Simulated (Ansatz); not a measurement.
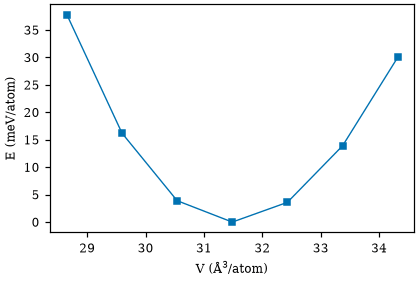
Y (hcp (Mg type), space group No. 194) under volume change, plane-wave PAW PBE+D3(BJ) (Ansatz code), shape and atoms relaxed at each volume.

Problem. What does a third-order Birch–Murnaghan fit give for V₀, B₀ and B′?

Solution. V₀ = 31.49 Å³/atom, B₀ = 42.2 GPa, B′ = 2.8.

Space group P6_3/mmc (hcp (Mg type)). The PBE+D3(BJ) relaxation kept the symmetry of its start. The run is not spin-polarised. The pairwise dispersion correction was not fitted to metals.

Potentials: the later of the program's two PAW sets.
